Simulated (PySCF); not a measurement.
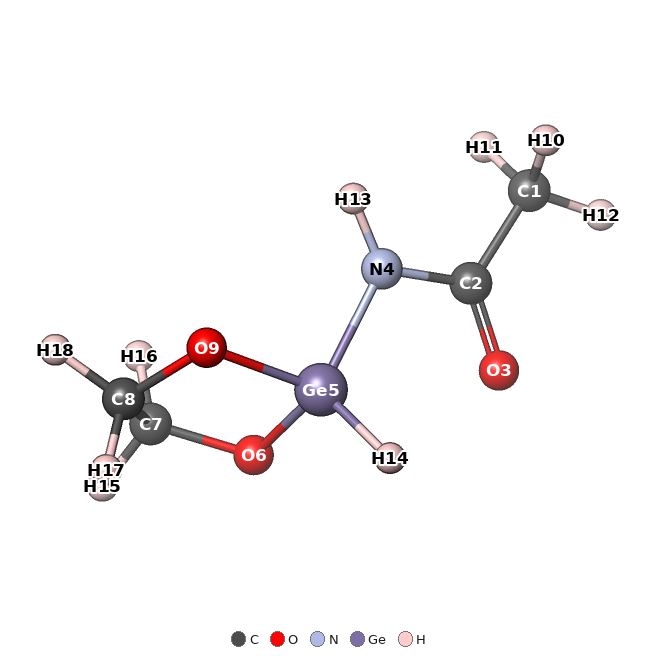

Distant atoms are faded towards the background colour. The computed structure is the end point of a PBE0-D3(BJ)/def2-SVP optimisation. No frequency run is at hand to confirm it as a minimum.

**What is the conformation of the ring Ge5–O6–C7–C8–O9?**

It is a twist (half-chair). The Cremer–Pople amplitude Q is 0.33 Å.

**Give the torsion angles round the ring, beginning with the bond from its second to its third atom.**

−31°, 40°, −29°, 10°, 13°.
